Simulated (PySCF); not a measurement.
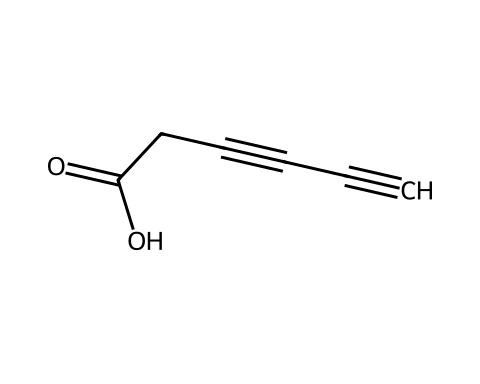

Give its SMILES.

C#CC#CCC(=O)O

What is the molecular formula?

C6H4O2.

The parts below concern this one geometry. Atoms keep their numbers from picture to picture. The computed structure is the end point of a GFN2-xTB optimisation. No frequency run is at hand to confirm it as a minimum.

## Polarisability

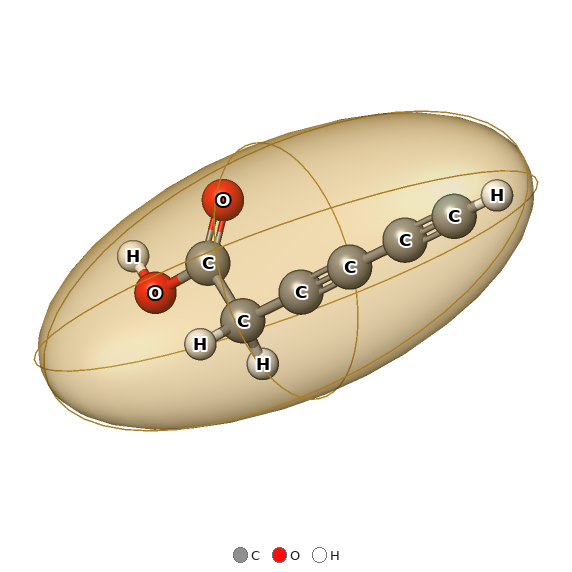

The ellipsoid shows the static dipole polarisability: its half-axes are proportional to the principal values. No frequency run is at hand to confirm it as a minimum. Level of theory: B3LYP/def2-SVPD (PySCF 2.14.0).

How large and how anisotropic is the polarisability?

Principal values 48.1, 60.0, 141.5 bohr³; mean 83.2 bohr³ (12.33 Å³); anisotropy 88.0 bohr³, so the longest axis is 2.94 times the shortest.

## NMR shielding

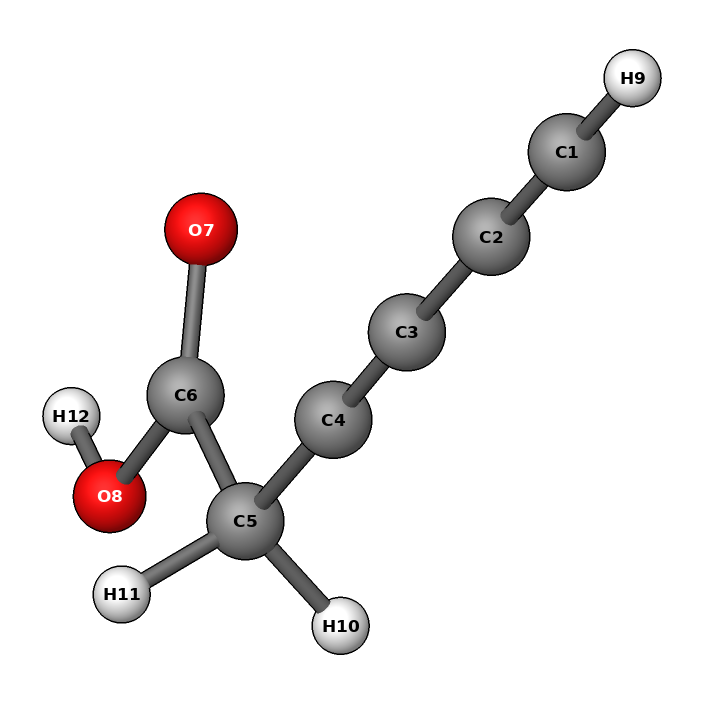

The questions are on isotropic NMR shieldings of the C atoms. No frequency run is at hand to confirm it as a minimum. Method: GIAO PBE0/pcSseg-1 NMR shielding, non-relativistic, gas phase (PySCF 2.14.0).

Which C atom is the most shielded (lowest chemical shift)?

C5 (160.4 ppm).

Which C atom is the least shielded (highest chemical shift)?

C6 (14.4 ppm).

How wide is the range of C shifts?

146.0 ppm.

Give the isotropic NMR shieldings of the C atoms atom by atom.

| atom | σ (ppm) |
| --- | --- |
| C1 | 114.3 |
| C2 | 112.9 |
| C3 | 108.6 |
| C4 | 114.4 |
| C5 | 160.4 |
| C6 | 14.4 |

## Quadrupole coupling

No frequency run is at hand to confirm it as a minimum. Electric field gradients from the ground-state density, PBE0/pcSseg-1 (PySCF 2.14.0), non-relativistic apart from any core potentials.

Give the largest field-gradient component, the quadrupole coupling constant and the asymmetry for 17O at O7 (Q = −25.6 mb), 17O at O8 (Q = −25.6 mb), 2H at H9 (Q = 2.86 mb), 2H at H10 (Q = 2.86 mb).

```tsv
atom	V_zz (a.u.)	e²qQ/h (MHz)	η
O7	−1.630	9.80	0.23
O8	1.650	−9.93	0.46
H9	0.397	0.267	0.00
H10	0.295	0.198	0.04
```
